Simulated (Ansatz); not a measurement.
**Single-point calculation of AlSnSiNH$_{6}$O**

- system: AlSnSiNH$_{6}$O, SMILES [OH][Al]1[SiH2][NH][SnH2]1
- method: RKS PBE0-D4/def2-TZVPP (Ansatz 0.2.0)

The geometry comes from this level: PBE0-D4/def2-TZVP.

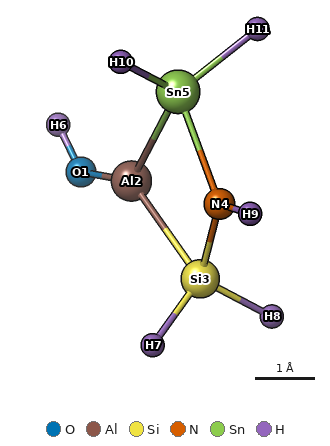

*The structure (ball-and-stick view, seen at a tilt; atoms are numbered from 1 in the order of the input). Sticks mark near contacts.*

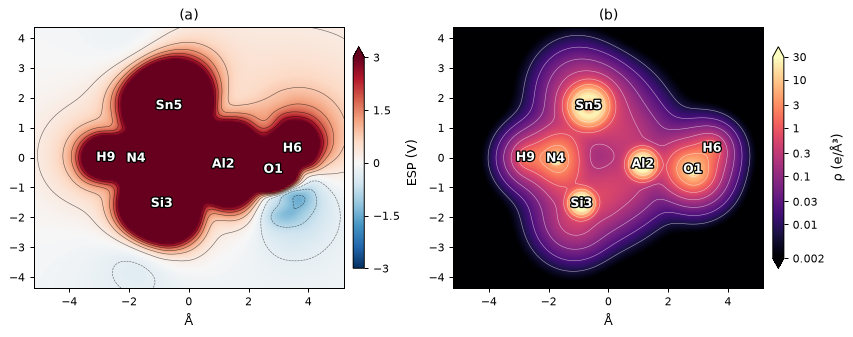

*(a) molecular electrostatic potential; (b) electron density on the plane of atoms Si3, N4 and Sn5.*

Al–O (1.69 Å): ρ is about 0.93 e/Å³ halfway.

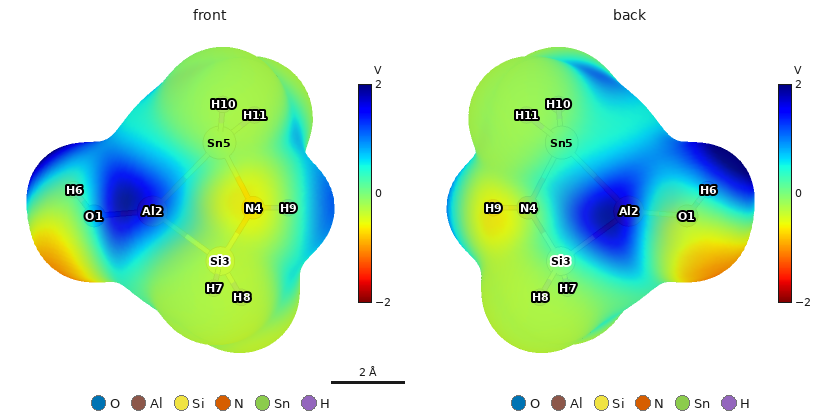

*The electrostatic potential painted on the density surface at 0.001 e/bohr³, seen at a tilt and from behind; red is negative and blue positive.*

A positive charge is drawn to the negative regions and a negative charge to the positive ones.

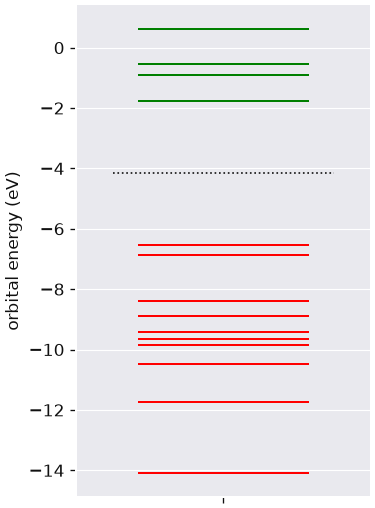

*Orbital energies near the frontier; the dotted line parts filled from empty levels, and levels within 0.02 eV of each other stand side by side.*

Highest filled −6.54 eV, lowest empty −1.76 eV, 4.78 eV apart.

The input and output of the run follow.

Input file:
```yaml
crystal:
  periodic: [false, false, false]
  atoms:
    - {symbol: O, position_ang: [-0.684349, 2.878798, 1.100309]}
    - {symbol: Al, position_ang: [-0.313526, 1.322021, 0.561063]}
    - {symbol: Si, position_ang: [0.170898, -0.922073, 1.398948]}
    - {symbol: N, position_ang: [0.332063, -1.404739, -0.248217]}
    - {symbol: Sn, position_ang: [0.054608, 0.018715, -1.734778]}
    - {symbol: H, position_ang: [-0.840958, 3.643058, 0.548627]}
    - {symbol: H, position_ang: [1.405851, -1.098537, 2.224750]}
    - {symbol: H, position_ang: [-0.912952, -1.626112, 2.152467]}
    - {symbol: H, position_ang: [0.556813, -2.358439, -0.496291]}
    - {symbol: H, position_ang: [1.478650, 0.047922, -2.701548]}
    - {symbol: H, position_ang: [-1.181898, -0.557513, -2.784732]}
basis:
  gaussian: {orbitals: def2-TZVPP}
hamiltonian: {xc: pbe0, dispersion: d4}
output: {orbitals: {seedname: orbitals}}
```

Run as:
```bash
ansatz run in.yaml --threads 4 --pin off --events-out ev --progress --plain --max-ram 10444MiB
```

What the program printed:
```
Functional definition: PBE0
  name "PBE0"
  cite "Adamo & Barone, J. Chem. Phys. 110, 6158 (1999) doi:10.1063/1.478522"
  cite "Perdew, Burke & Ernzerhof, Phys. Rev. Lett. 77, 3865 (1996) doi:10.1103/PhysRevLett.77.3865"
  parent pbe
  parameter a = 0.25
  parameter kappa = 0.804
  parameter beta = 0.06672455060314922
  exchange = (1 - a)*pbe_x(kappa = kappa, mu = beta*pi^2/3) + a*exact_x
  correlation = pbe_c(beta = beta)
1712 factors; their error is unknown
mean field evaluation 1: about -23920.8528 eV, gradient 8.6e1 eV
mean field evaluation 2: about -23856.5306 eV, gradient 1.7e2 eV
mean field evaluation 4: about -23933.8282 eV, gradient 1.8e1 eV
mean field evaluation 8: about -23934.3715 eV, gradient 2.3e-1 eV
mean field evaluation 16: about -23934.4774 eV, gradient 3.6e-4 eV
mean field -23934.47741799 eV, -879.5758217397 hartree, gradient 6.8e-5 eV, S^2 0.000000; 0 other end points of the search recorded, 0 dependent functions left out
reference -23934.47746321 eV, -879.5758234016 hartree; 35, 35 occupied and 245, 245 virtual orbitals, 1712 factors
Total energy: -23934.73061307 eV, -879.5851264872 hartree
```

Summary:

```json
{"quantity": "outcome", "value": "converged"}
{"quantity": "total energy", "value": "−23934.7306 eV"}
{"quantity": "mean-field energy", "value": "−23934.4775 eV"}
{"quantity": "dispersion energy", "value": "−0.2531 eV"}
{"quantity": "SCF solution under orbital rotations", "value": "stable"}
{"quantity": "HOMO", "value": "−6.54 eV"}
{"quantity": "LUMO", "value": "−1.76 eV"}
{"quantity": "hardware", "value": "4 threads of Arm Neoverse V1, 23 GiB of memory available, shared host"}
{"quantity": "wall time", "value": "4.9 s (CPU time 18 s)"}
{"quantity": "peak memory", "value": "0.9 GiB"}
```
